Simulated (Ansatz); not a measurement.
The figure comes from a scan of SnTe (rock salt): volume and axial ratio are varied about the relaxed values (subscript 0). All values below come from PBE (plane waves to 420 eV, PAW, scalar-relativistic; Ansatz, a program for electronic structure). k mesh 13×13×13 (Γ-centred), Fermi-Dirac smearing 0.05 eV. Compression counts positive. As the smearing reaches across the gap at some points, the response to shear is sensitive to the k mesh, so small differences along c/a are uncertain. SnTe was relaxed with its symmetry unable to fall. Spin-orbit coupling is left out, though Te is heavy. The PAW data are Ansatz's earlier set. 

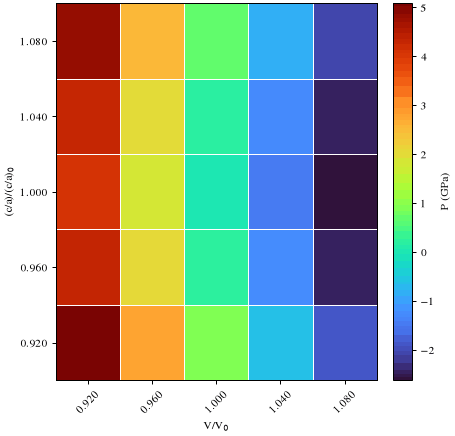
Figure. P (GPa), one tile a computed point.

### Question
Turn the plot into a table (rounded to what can be read).

### Answer
To the nearest 1:

P (GPa), with V/V₀ across and (c/a)/(c/a)₀ down:

```tsv
(c/a)/(c/a)₀ \ V/V₀	0.920	0.960	1.000	1.040	1.080
0.920	5	3	1	-1	-2
0.960	4	2	0	-1	-2
1.000	4	2	0	-1	-3
1.040	4	2	0	-1	-2
1.080	5	3	1	-1	-2
```

(Under strain, the slope of the energy per volume gives the stress and its curvature an elastic modulus.)
